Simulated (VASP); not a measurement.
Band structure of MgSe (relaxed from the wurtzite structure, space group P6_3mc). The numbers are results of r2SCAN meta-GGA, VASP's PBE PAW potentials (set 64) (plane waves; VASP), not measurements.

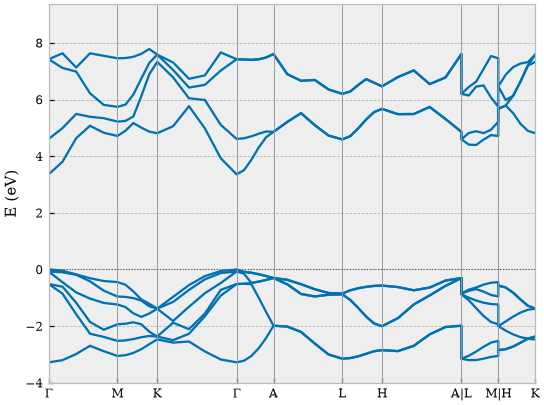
Bands along high-symmetry lines, zero at the valence-band maximum or, without a gap, the Fermi level

Read the plot: is there a gap, and where are the band edges?

The gap is direct, 3.36 eV, from the valence maximum at Γ to the conduction minimum at Γ.

The structure was generated: MgSe was put into the wurtzite type (P6_3mc), which need not be its known phase. It was relaxed first.
